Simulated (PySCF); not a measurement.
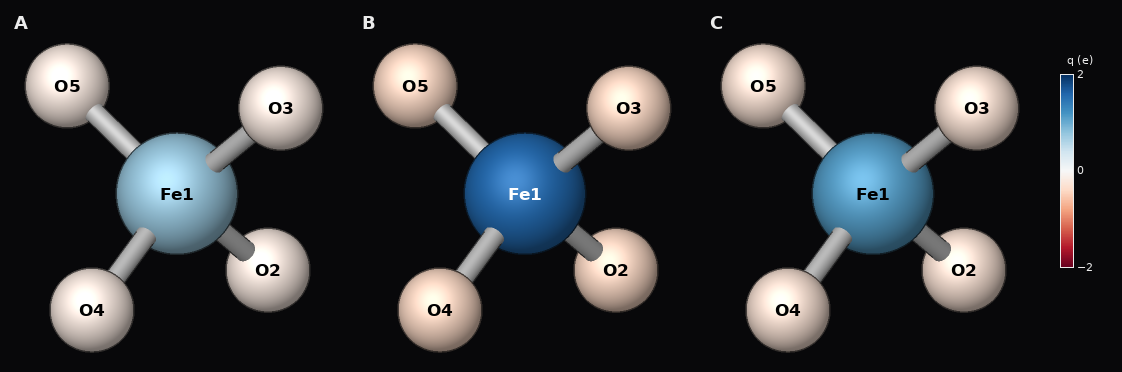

Atomic charges of one calculation by 3 schemes, on one colour scale. The species is neutral and a spin singlet. The computed structure is the end point of a PBE0-D3(BJ)/def2-SVP optimisation. No frequency run is at hand to confirm it as a minimum. Level of theory: PBE0/pcSseg-1 (pcSseg-2 on Fe) (PySCF 2.14.0).

Question: The schemes are ESP-fitted, IAO, Mulliken. Which panel shows which?

Answer: A ESP-fitted, B IAO, C Mulliken.

List the charges (e), one line for each set of equivalent atoms.

```csv
atom,ESP-fitted,IAO,Mulliken
Fe1,0.74,1.57,1.09
"O2, O3, O4…",−0.19,−0.39,−0.27
```
